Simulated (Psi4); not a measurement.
# HfNH2Cl3 (SMILES [NH2][Hf]([Cl])([Cl])[Cl]): a chain of runs

Aim: a single-point energy (r2SCAN-D4/def2-TZVPP), then the energy (wB97M-V/def2-TZVPP) of HfNH2Cl3. 

The calculation is run with Psi4 1.11.

## Step 1: The structure to begin with

HfNH2Cl3: 7 atoms, total charge 0, spin state singlet. SMILES: `[NH2][Hf]([Cl])([Cl])[Cl]`.

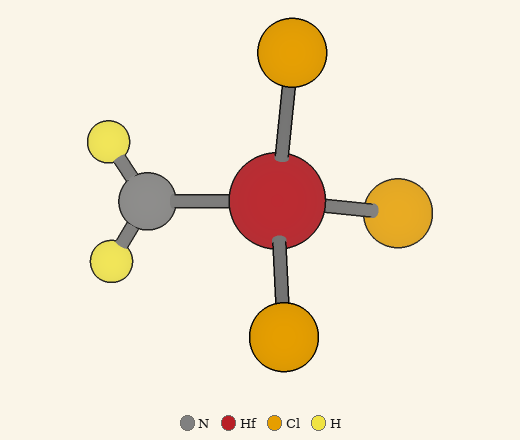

The structure, seen from a chosen angle (nitrogen grey, hafnium red, chlorine amber, hydrogen yellow).

## Step 2: The energy at r2SCAN-D4/def2-TZVPP (density fitting, core potential) (run 5)

Contents of cl3h2hfn.dat:

```
memory 3.3 GB

molecule molecule1 {
  0 1
  N
  Hf 1 r2
  Cl 2 r3 1 a3
  Cl 2 r4 1 a4 3 d4
  Cl 2 r5 1 a5 3 d5
  H 1 r6 2 a6 3 d6
  H 1 r7 6 a7 2 d7

  r2 = 1.995259
  r3 = 2.335314
  a3 = 107.04823
  r4 = 2.338577
  a4 = 107.21638
  d4 = 123.34241
  r5 = 2.341934
  a5 = 109.09319
  d5 = -118.47303
  r6 = 1.011526
  a6 = 125.08259
  d6 = -159.5794
  r7 = 1.011206
  a7 = 109.26082
  d7 = 177.75909
  units angstrom
  symmetry c1
}

set globals {
  scf_type df
  dft_radial_points 99
  dft_spherical_points 590
}

energy_value = energy("r2scan-d4/def2-TZVPP")
```

Launch:

```sh
$ psi4 -n 2 cl3h2hfn.dat cl3h2hfn.out
```

cl3h2hfn.out, shortened:

```text
[...]
    !!!  WARNING: ECP capability is in beta. Please check occupations closely.  !!!
[...]
  Running in c1 symmetry.
[...]
  Nuclear repulsion =  359.385343476474077
[...]
  Multiplicity = 1
[...]
  Nalpha       = 36
  Nbeta        = 36
[...]
    Number of basis functions: 241
[...]
   @DF-RKS iter   1: -1484.39557590317168   -2.49039e-01   4.58281e-03 ADIIS/DIIS
[...]
   @DF-RKS iter  10: -1484.85283357722324   -4.77753e-08   6.67255e-07 DIIS
[...]
    Orbital Energies [Eh]
    ---------------------
    Doubly Occupied:
       1A   -101.187842     2A   -101.185548     3A   -101.178912
       4A    -14.165919     5A     -9.366088     6A     -9.363763
       7A     -9.357090     8A     -7.104911     9A     -7.103600
      10A     -7.103506    11A     -7.102613    12A     -7.101279
      13A     -7.101158    14A     -7.096025    15A     -7.094689
      16A     -7.094321    17A     -2.463189    18A     -1.323673
      19A     -1.320042    20A     -1.319392    21A     -0.817464
      22A     -0.777875    23A     -0.770247    24A     -0.764611
      25A     -0.478187    26A     -0.389223    27A     -0.366853
      28A     -0.352125    29A     -0.349575    30A     -0.332802
      31A     -0.331444    32A     -0.321595    33A     -0.315780
      34A     -0.313695    35A     -0.303564    36A     -0.266631
[...]
  @DF-RKS Final Energy: -1484.85283357722324
   => Energetics <=
    Nuclear Repulsion Energy =            359.3853434764740769
    One-Electron Energy =               -2779.2161981321387429
    Two-Electron Energy =                1033.3986400484636761
    DFT Exchange-Correlation Energy =     -98.4186870307334800
    Empirical Dispersion Energy =          -0.0019319392889215
    VV10 Nonlocal Energy =                  0.0000000000000000
    Total Energy =                      -1484.8528335772232367
[...]
 Multipole Moments:
 ------------------------------------------------------------------------------------
     Multipole            Electronic (a.u.)      Nuclear  (a.u.)        Total (a.u.)
 ------------------------------------------------------------------------------------
 L = 1.  Multiply by 2.5417464519 to convert [e a0] to [Debye]
 Dipole X            :          1.4120985           -1.3402890            0.0718095
 Dipole Y            :         -0.9107691            0.8458838           -0.0648853
 Dipole Z            :        -14.8638432           13.7954058           -1.0684374
 Magnitude           :                                                    1.0728118
[...]
```

Run time: 26 s. Hardware: 2 threads of Intel Xeon 6975P-C (Granite Rapids), shared host; peak memory 2 GiB.

## Step 3: A single-point energy at wB97M-V/def2-TZVPP (density fitting, core potential) (run 8)

Contents of cl3h2hfn.inp:

```
memory 3.3 GB

molecule system {
  0 1
  N
  Hf 1 R2
  Cl 2 R3 1 A3
  Cl 2 R4 1 A4 3 D4
  Cl 2 R5 1 A5 3 D5
  H 1 R6 2 A6 3 D6
  H 1 R7 6 A7 2 D7

  R2 = 1.995259
  R3 = 2.335314
  A3 = 107.04823
  R4 = 2.338577
  A4 = 107.21638
  D4 = 123.34241
  R5 = 2.341934
  A5 = 109.09319
  D5 = -118.47303
  R6 = 1.011526
  A6 = 125.08259
  D6 = -159.5794
  R7 = 1.011206
  A7 = 109.26082
  D7 = 177.75909
  units angstrom
  symmetry c1
}

set basis def2-TZVPP
set scf_type df
set dft_radial_points 99
set dft_spherical_points 590
set dft_vv10_postscf true

e_tot = energy("wb97m-v")
```

Launch:

```sh
$ psi4 cl3h2hfn.inp cl3h2hfn.out -n 2
```

cl3h2hfn.out, shortened:

```text
[...]
  Running in c1 symmetry.
[...]
  Nuclear repulsion =  359.385343476474077
[...]
  Multiplicity = 1
[...]
  Nalpha       = 36
  Nbeta        = 36
[...]
    Number of basis functions: 241
[...]
   @DF-RKS iter   1: -1484.73091188445665   -5.41435e-01   3.77933e-03 ADIIS/DIIS
[...]
   @DF-RKS iter   9: -1485.06573712196700   -1.24282e-07   3.95506e-07 DIIS
[...]
    Orbital Energies [Eh]
    ---------------------
    Doubly Occupied:
       1A   -101.871879     2A   -101.869649     3A   -101.863118
       4A    -14.508118     5A     -9.646277     6A     -9.644021
       7A     -9.637467     8A     -7.346180     9A     -7.344915
      10A     -7.344824    11A     -7.343950    12A     -7.342664
      13A     -7.342548    14A     -7.337474    15A     -7.336158
      16A     -7.335875    17A     -2.661068    18A     -1.496527
      19A     -1.493707    20A     -1.492709    21A     -0.973869
      22A     -0.939454    23A     -0.930543    24A     -0.925183
      25A     -0.615378    26A     -0.525230    27A     -0.494667
      28A     -0.476822    29A     -0.474674    30A     -0.461803
      31A     -0.459566    32A     -0.448919    33A     -0.441340
      34A     -0.439133    35A     -0.424370    36A     -0.392965
[...]
  @DF-RKS Final Energy: -1484.77782513515376
   => Energetics <=
    Nuclear Repulsion Energy =            359.3853434764740769
    One-Electron Energy =               -2778.8017794389479604
    Two-Electron Energy =                1008.9256980546358591
    DFT Exchange-Correlation Energy =     -74.5749886368017201
    Empirical Dispersion Energy =           0.0000000000000000
    VV10 Nonlocal Energy =                  0.2879014094858637
    Total Energy =                      -1484.7778251351537619
[...]
 Multipole Moments:
 ------------------------------------------------------------------------------------
     Multipole            Electronic (a.u.)      Nuclear  (a.u.)        Total (a.u.)
 ------------------------------------------------------------------------------------
 L = 1.  Multiply by 2.5417464519 to convert [e a0] to [Debye]
 Dipole X            :          1.4110447           -1.3402890            0.0707557
 Dipole Y            :         -0.9084274            0.8458838           -0.0625436
 Dipole Z            :        -14.8374125           13.7954058           -1.0420067
 Magnitude           :                                                    1.0462772
[...]
```

Run time: 28 s. Hardware: 2 threads of Intel Xeon 6975P-C (Granite Rapids), shared host; peak memory 2.6 GiB.

## Step 4: Outcome

| quantity | value |
| --- | --- |
| run 5, r2SCAN-D4/def2-TZVPP: total energy | -1484.85283 Eh |
| run 5, r2SCAN-D4/def2-TZVPP: dipole moment | 2.73 D |
| run 5, r2SCAN-D4/def2-TZVPP: HOMO energy | -7.26 eV |
| run 5, r2SCAN-D4/def2-TZVPP: LUMO energy | -2.28 eV |
| run 5, r2SCAN-D4/def2-TZVPP: HOMO–LUMO gap | 4.97 eV |
| run 5, r2SCAN-D4/def2-TZVPP: dispersion energy | -5.07 kJ/mol |
| run 8, wB97M-V/def2-TZVPP: total energy | -1484.77783 Eh |
| run 8, wB97M-V/def2-TZVPP: dipole moment | 2.66 D |
| run 8, wB97M-V/def2-TZVPP: HOMO energy | -10.69 eV |
| run 8, wB97M-V/def2-TZVPP: LUMO energy | 0.49 eV |
| run 8, wB97M-V/def2-TZVPP: HOMO–LUMO gap | 11.18 eV |
